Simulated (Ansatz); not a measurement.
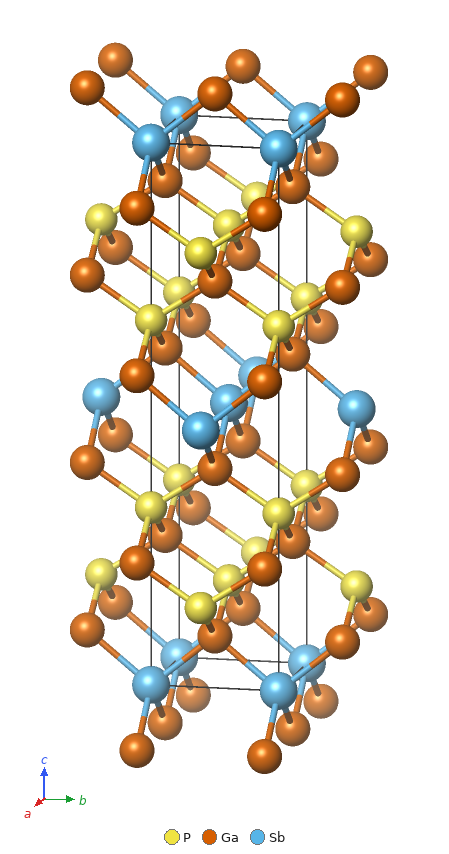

Structure drawing (ball-and-stick), viewed slightly off an axis. The wireframe shows the conventional unit cell. Periodic images bonded to atoms of the box are shown as well.

Ga3SbP2, space group I-4m2 (No. 119), a = 4.013 Å, b = 4.013 Å, c = 17.049 Å, α = 90.00°, β = 90.00°, γ = 90.00°. It derives from a structure type filled with these elements by a generator (whether the compound takes this form wasn't checked). Earlier steps of the study may have refined or changed the cell and positions. It was run through Ansatz as a DFT input.

This one geometry was computed with Ansatz (DFT, plane waves, PAW) at five levels of theory: PBE0, r2SCAN, PBE, HSE06 and PBE with spin-orbit coupling. It was relaxed beforehand with r2SCAN.

### Which level gives the highest pressure at this volume, and what does that say about its equilibrium volume?

Highest: PBE (2.2 GPa) and PBE with spin-orbit coupling (2.2 GPa), which points to the largest equilibrium volume. Lowest, with the smallest volume: PBE0 (0.2 GPa), r2SCAN (0.0 GPa) and HSE06 (0.4 GPa). Levels within 0.5 GPa of each other can't be told apart.

### How does the band gap change with the level of theory?

PBE with spin-orbit coupling: a gap of 0.34 eV, direct; PBE: a gap of 0.49 eV, direct; r2SCAN: a gap of 0.83 eV, direct; HSE06: a gap of 1.21 eV, direct; PBE0: a gap of 1.82 eV, direct.

### Collect the results in a table.

| level | cutoff (eV) | k-mesh of the run's cell | gap (eV) | pressure (GPa) |
| --- | --- | --- | --- | --- |
| PBE0 | 420 | 6×6×6 | 1.82 | 0.2 |
| r2SCAN | 500 | 10×10×10 | 0.83 | 0.0 |
| PBE | 420 | 10×10×10 | 0.49 | 2.2 |
| HSE06 | 420 | 6×6×6 | 1.21 | 0.4 |
| PBE with spin-orbit coupling | 420 | 10×10×10 | 0.34 | 2.2 |

Gaps are taken on the k-mesh or band path of each run.
